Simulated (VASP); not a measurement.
Energy against volume of Ag (fcc). Computed with vdW-DF-cx, VASP's PBE PAW potentials (set 64) (plane waves; VASP).

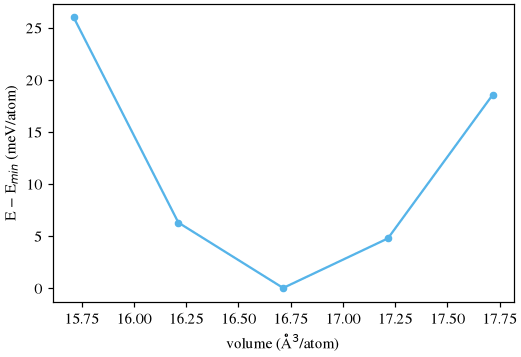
Figure. Energy against volume

### Question
Estimate the equilibrium volume and the bulk modulus.

### Answer
The minimum lies near 16.7 Å³/atom, and the curvature gives B0 of about 120 GPa.

Measured: bulk modulus 110 GPa at 0 K (computed value off by +5.8 %), as given by H. Levämäki et al., Physical Review B (2014), arXiv:1402.3671 [corrected for temperature and zero-point phonon effects]; a 4.062 Å at 0 K (computed value off by -0.0 %), as given by Daniel Mejia-Rodriguez et al., Physical Review B (2018), arXiv:1807.09216 [static lattice: zero-point anharmonic expansion removed].

The compound is Ag in the fcc structure. It was relaxed first.
